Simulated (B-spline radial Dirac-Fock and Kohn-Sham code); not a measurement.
Atomic Ge. Level of theory: a Dirac–Hartree–Slater potential; 1 + βP₂(cos θ) + (δ + γ cos²θ) sin θ cos φ with E1 and E1–E2 terms; calculated with a B-spline radial atomic code. Open shells are averaged over j.

Predict the main features of the following plot. Angular distribution of photoelectrons from N1 (4s) in the plane of the polarisation E (up) and the photon direction k (right), relative to an isotropic one.

At 63.6 eV, β = 1.993, γ = 0.073 and δ = 0.000. At 123 eV, β = 1.996, γ = 0.202 and δ = 0.000. At 150 eV, β = 1.997, γ = 0.215 and δ = 0.000. At 150 eV the emission 45° forward of E is 1.1 times that 45° backward, and the lobe peaks 2.0° from E towards k.

The computed plot:

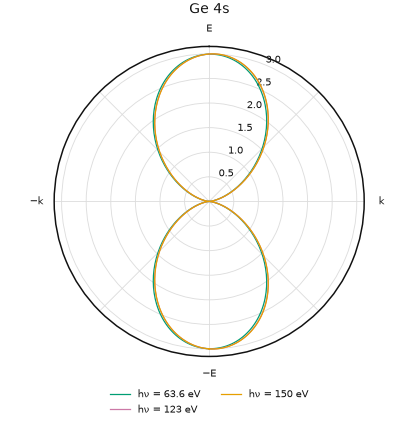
